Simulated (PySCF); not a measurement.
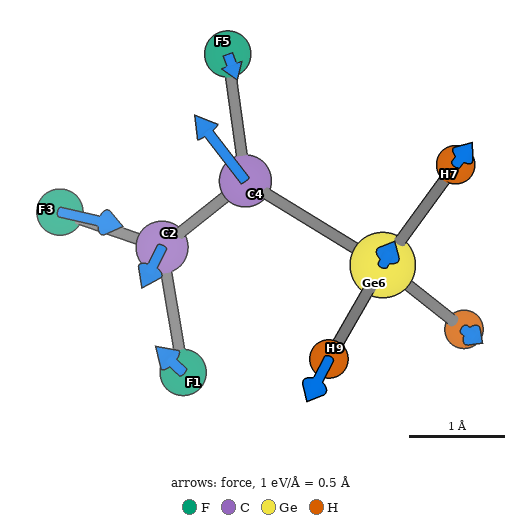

Starting geometry of C$_{2}$H$_{3}$F$_{3}$Ge with the computed forces as blue arrows. The picture is a ball-and-stick view, seen from a free direction.

The start comes from GFN2-xTB. Its atoms were then displaced at random by about 0.01 Å.

Theory: PySCF, PBE0-D3(BJ)/def2-SVP geometry optimisation, gas phase. 

What follows when this structure is relaxed?

It isn't relaxed: the largest force vector, on a C atom, is 1.81 eV/Å. The final displacements have little in common with the starting forces (cosine between the two patterns 0.27). After 10 geometry steps the energy has fallen by 0.186 eV. The largest move after the best rigid fit is that of an F atom, 0.23 Å. Largest moves by element: F 0.23 Å, H 0.19 Å, C 0.06 Å, Ge 0.04 Å. Some distances before and after: Ge–H 1.468 → 1.536 Å, Ge–H 1.497 → 1.533 Å, C–Ge 1.923 → 1.953 Å, C–F 1.334 → 1.306 Å. Bond angles that change, for instance: F–C–C 115.7° → 122.1°, F–C–C 132.0° → 126.0°, C–C–Ge 120.6° → 124.0°.
